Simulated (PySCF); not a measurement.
# NH (imidogen): USVWN5/ccECP-cc-pVDZ (core potential)

Aim: the energy change on altering one bond length of NH (imidogen) at USVWN5/ccECP-cc-pVDZ (core potential), from 2 runs. 

Program for the calculation: PySCF 2.14.0.

9 further runs of the same task are left out: 2 that didn't finish, 7 set aside as unsound or not needed.

### Step 1. The molecule

NH has 2 atoms, charge 0, and is taken as a triplet. SMILES: `[NH]`. Geometry: the measured bond length.

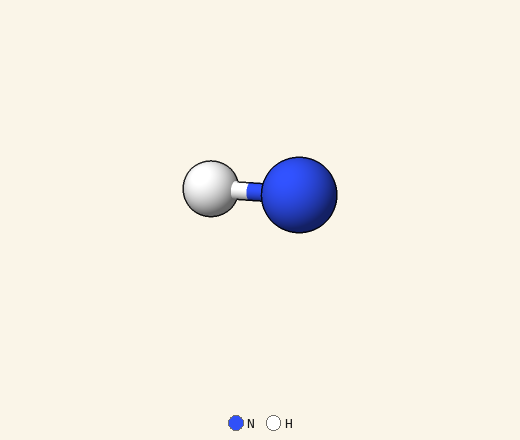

Viewed from a chosen angle; nitrogen blue, hydrogen white.

### Step 2. A single-point energy at USVWN5/ccECP-cc-pVDZ (core potential)

start.xyz

```xyz
2

N      0.000000     0.000000     0.000000
H      0.000000     0.000000     1.036210
```

job.py

```python
from pyscf import gto, dft

mol = gto.M(
    atom='start.xyz',
    max_memory=1860,
    basis='ccecp-cc-pvdz',
    spin=2,
    verbose=4,
    ecp='ccecp',
)

mf = dft.UKS(mol, xc='svwn')
mf.grids.level = 5
mf.conv_tol = 1e-10
mf.kernel()
if not mf.converged:
    mf = mf.newton().run(mf.mo_coeff, mf.mo_occ)

e_tot = mf.e_tot
print(f'total energy: {e_tot:.8f} hartree')
```

Command:

```sh
$ OMP_NUM_THREADS=1 python job.py
```

The log of the run:

```text
PySCF version 2.14.0

[INPUT] num. atoms = 2
[INPUT] num. electrons = 6
[INPUT] charge = 0
[INPUT] spin (= nelec alpha-beta = 2S) = 2
[INPUT] symmetry False subgroup None
[INPUT] Mole.unit = angstrom
[INPUT] Symbol           X                Y                Z      unit          X                Y                Z       unit  Magmom
[INPUT]  1 N      0.000000000000   0.000000000000   0.000000000000 AA    0.000000000000   0.000000000000   0.000000000000 Bohr   0.0
[INPUT]  2 H      0.000000000000   0.000000000000   1.036210000000 AA    0.000000000000   0.000000000000   1.958153107536 Bohr   0.0

nuclear repulsion = 2.55342648169773
number of shells = 8
number of NR pGTOs = 57
number of NR cGTOs = 18
basis = ccecp-cc-pvdz
ecp = ccecp

******** <class 'pyscf.dft.uks.UKS'> ********
method = UKS
initial guess = minao
damping factor = 0
level_shift factor = 0
DIIS = <class 'pyscf.scf.diis.CDIIS'>
diis_start_cycle = 1
diis_space = 8
diis_damp = 0
SCF conv_tol = 1e-10
SCF conv_tol_grad = None
SCF max_cycles = 50
direct_scf = True
direct_scf_tol = 1e-13
number electrons alpha = 4  beta = 2
XC library pyscf.dft.libxc version 7.0.0
    S. Lehtola, C. Steigemann, M. J.T. Oliveira, and M. A.L. Marques.,  SoftwareX 7, 1–5 (2018)
XC functionals = svwn
    P. A. M. Dirac.,  Math. Proc. Cambridge Philos. Soc. 26, 376 (1930)
    F. Bloch.,  Z. Phys. 57, 545 (1929)
    S. H. Vosko, L. Wilk, and M. Nusair.,  Can. J. Phys. 58, 1200 (1980)
radial grids:
    Treutler-Ahlrichs [JCP 102, 346 (1995); DOI:10.1063/1.469408] (M4) radial grids

becke partition: Becke, JCP 88, 2547 (1988); DOI:10.1063/1.454033
pruning grids: <function nwchem_prune>
grids dens level: 5
symmetrized grids: False
atomic radii adjust function: <function treutler_atomic_radii_adjust>
small_rho_cutoff = 0
Set gradient conv threshold to 1e-05
tot grids = 65656
init E= -10.1524732995372
[... the frontier-level lines of each cycle are left out ...]


cycle= 1 E= -10.2983418148022  delta_E= -0.146  |g|= 0.109  |ddm|= 1.61
cycle= 2 E= -10.3022118841082  delta_E= -0.00387  |g|= 0.0914  |ddm|= 0.392
cycle= 3 E= -10.3069335218408  delta_E= -0.00472  |g|= 0.0189  |ddm|= 0.205
cycle= 4 E= -10.3071291874002  delta_E= -0.000196  |g|= 0.00388  |ddm|= 0.041
cycle= 5 E= -10.3071389129933  delta_E= -9.73e-06  |g|= 0.000421  |ddm|= 0.00954
cycle= 6 E= -10.3071390911445  delta_E= -1.78e-07  |g|= 4.78e-05  |ddm|= 0.00143
cycle= 7 E= -10.3071390935632  delta_E= -2.42e-09  |g|= 1.5e-06  |ddm|= 0.000164
cycle= 8 E= -10.307139093567  delta_E= -3.83e-12  |g|= 7.29e-08  |ddm|= 8.05e-06
Extra cycle  E= -10.3071390935671  delta_E= -1.6e-14  |g|= 7.84e-08  |ddm|= 2.94e-07
converged SCF energy = -10.3071390935671  <S^2> = 2.0054692  2S+1 = 3.003644
total energy: -10.30713909 hartree
```

Run time: 0.98 s. Hardware: 1 thread of Arm Neoverse V2, shared host; peak memory 0.13 GiB.

### Step 3. The distorted shape

job.py

```python
from pyscf import gto, dft

mol = gto.Mole()
mol.atom = [
    ('N', (0.000000, 0.000000, -1.865190)),
    ('H', (0.000000, 0.000000, 1.036210)),
]
mol.ecp = 'ccecp'
mol.verbose = 3
mol.basis = 'ccecp-cc-pvdz'
mol.max_memory = 1860
mol.spin = 2
mol.build()

calc0 = dft.UKS(mol)
calc0.xc = 'svwn'
calc0.conv_tol = 1e-10
calc0.grids.level = 5
calc0.kernel()
if not calc0.converged:
    calc0 = calc0.newton().run(calc0.mo_coeff, calc0.mo_occ)

e_tot = calc0.e_tot
print('E(%s) = %.9f' % ('SVWN5', e_tot))
```

Command:

```sh
$ OMP_NUM_THREADS=1 python job.py
```

The log of the run:

```text
WARN: HOMO -0.222586988187557 >= LUMO -0.222586988187558

converged SCF energy = -10.1698307121109  <S^2> = 2.9452828  2S+1 = 3.5750708
E(SVWN5) = -10.169830712
```

Wall time 1.2 s (1 thread of Arm Neoverse V2, shared host); peak memory 0.13 GiB.

### Step 4. Summary of results

Level: USVWN5/ccECP-cc-pVDZ (core potential).

| quantity | value |
| --- | --- |
| first shape: total energy | -10.30714 Eh |
| first shape: dipole moment | 1.52 D |
| first shape: HOMO energy (highest over α and β) | -7.58 eV |
| first shape: LUMO energy (lowest over α and β) | -4.10 eV |
| first shape: ⟨S²⟩ | 2.005 |
| distorted shape: total energy | -10.16983 Eh |
| distorted shape: dipole moment | 0.13 D |
| distorted shape: HOMO energy (highest over α and β) | -7.32 eV |
| distorted shape: LUMO energy (lowest over α and β) | -3.60 eV |
| distorted shape: ⟨S²⟩ | 2.945 |
| energy change with the N1–H2 bond stretched from 1.036 to 2.901 Å | 3.736 eV |

What this shows: With the N1–H2 bond stretched from 1.036 to 2.901 Å the energy rises by 3.74 eV (86 kcal/mol). The first shape isn't relaxed at this level, so the change isn't measured from a minimum. ⟨S²⟩ (distorted shape) is 2.95 where a pure triplet has 2.00: the reference is spin-contaminated.
